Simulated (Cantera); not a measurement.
Input: 1 mol Si, 0.98 mol CO₂, 36 mol N₂, equilibrated at 10.0 Torr.

Method: chemical equilibrium by Gibbs-energy minimisation in Cantera with the NASA 1993 tables (ideal gas, pure condensed phases). Candidate condensed phases: C, Si, SiC, SiO₂, Si₂N₂O, Si₃N₄; 34 gas species. N₂ is the only nitrogen source here; it is nearly inert below about 1500 K, so the nitride shown seldom forms there in practice. Mutual solubility and eutectic melting of coexisting phases are not modelled. The tables hold silica as quartz up to 1696 K and as liquid above; real silica turns to tridymite and cristobalite and melts near 1996 K. The numbers say what is thermodynamically allowed, not how fast it happens.

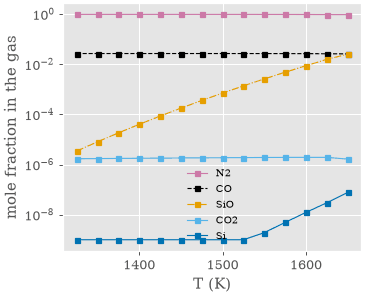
Fig. 1. Equilibrium gas composition (values under 1e-9 drawn at 1e-9)

Task: Read off the mole fractions at 1550 K.

Result: N₂ about 0.97, CO about 0.027, SiO about 0.0026, CO₂ about 1.9e-6.
